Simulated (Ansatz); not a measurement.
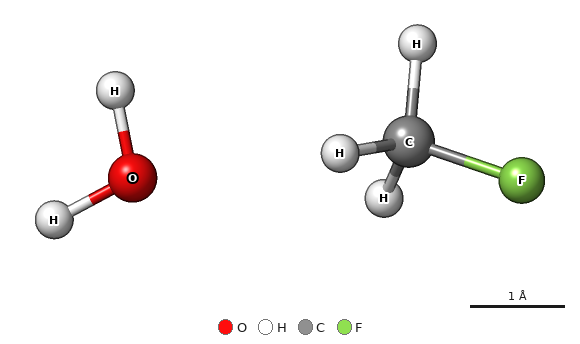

CH₅FO (coarse preliminary run), before the relaxation. The picture is a ball-and-stick view, seen at a tilt.

These are results of Ansatz, RKS PBE-D4/def2-SVP, not measurements.

Input
```yaml
crystal:
  periodic: [false, false, false]
  atoms:
    - {symbol: O, position_ang: [0.027500, 0.015100, -2.015200]}
    - {symbol: H, position_ang: [0.427200, -0.173800, -2.868300]}
    - {symbol: H, position_ang: [-0.897400, -0.228900, -2.095400]}
    - {symbol: C, position_ang: [0.062200, 0.064100, 1.333700]}
    - {symbol: F, position_ang: [0.591000, 0.346300, 2.562500]}
    - {symbol: H, position_ang: [0.410300, 0.814800, 0.623900]}
    - {symbol: H, position_ang: [-1.025000, 0.090000, 1.423400]}
    - {symbol: H, position_ang: [0.404100, -0.927500, 1.035300]}
basis:
  gaussian: {orbitals: def2-SVP}
hamiltonian: {xc: pbe, dispersion: d4}
relax: {f_tol: 0.03, max_steps: 250}
```

Where does the relaxation end?

The atom that moves furthest after the best rigid fit is H2 (0.72 Å). By element the largest moves are H 0.72 Å, F 0.50 Å, O 0.42 Å, C 0.21 Å. Near-neighbour distances that change, for instance: C4–H6 1.090 → 1.112 Å, O1–H3 0.960 → 0.975 Å, O1–H2 0.961 → 0.975 Å, C4–F5 1.367 → 1.380 Å. Among the angles between lasting bonds that change: H2–O1–H3 106.1° → 102.4°, F5–C4–H7 107.9° → 110.6°, H6–C4–H7 110.8° → 108.3°. The optimiser took 25 steps. The run took roughly 40 core-seconds on a shared host.

Final geometry:

```xyz
8

O    -0.3535    0.1148   -1.8565
H     0.5400   -0.1372   -2.1551
H    -0.8429   -0.7252   -1.9292
C     0.1214    0.1570    1.1497
F     0.4657   -0.1228    2.4559
H     0.6532    1.0651    0.7910
H    -0.9725    0.3360    1.0640
H     0.3884   -0.6878    0.4802
```

After the run, drawn alike:

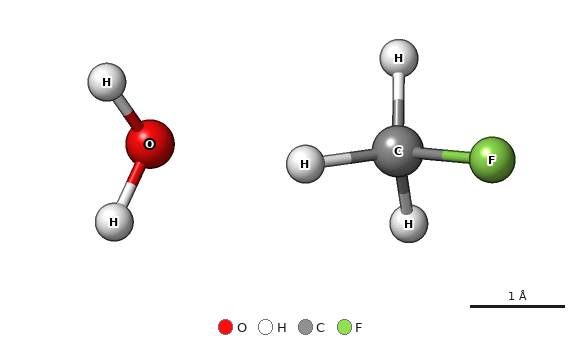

Limits of the set-up: the start holds two separate molecules, 2.8 Å apart at their closest, whose relative position is a soft coordinate.
